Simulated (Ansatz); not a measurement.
AlP (zinc blende)

```
AlP
1.0
    0.00000     2.75367     2.75367
    2.75367     0.00000     2.75367
    2.75367     2.75367     0.00000
P Al
1 1
Direct
  0.25000   0.25000   0.25000
  0.00000   0.00000   0.00000
```

Equation-of-state scan: isotropic scaling of the cell above, V₀ being its volume. Symmetry pins the atoms to their sites.

All values below come from PBE (plane waves to 420 eV, PAW, scalar-relativistic; Ansatz, a quantum-chemistry and plane-wave program). k mesh 10×10×10 (Γ-centred), Fermi-Dirac smearing 0.05 eV. Energies are smeared free energies. AlP was relaxed with its symmetry unable to fall. The PAW data are Ansatz's earlier set. The zero of ΔE is the relaxed starting cell.

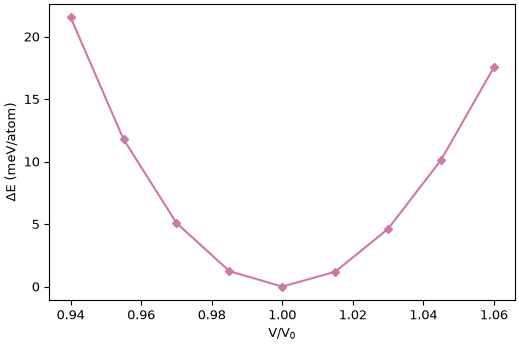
*ΔE (meV/atom) against V/V₀; markers are the computed points, lines only join them.*

Q: What is ΔE at V/V₀ = 0.940?

A: About 22 meV/atom.

Q: What is ΔE at V/V₀ = 1.060?

A: About 18 meV/atom.

Q: What bulk modulus B₀ follows from a third-order Birch-Murnaghan fit?

A: About 83 GPa.

(Under strain, the slope of the energy per volume gives the stress and its curvature an elastic modulus.)
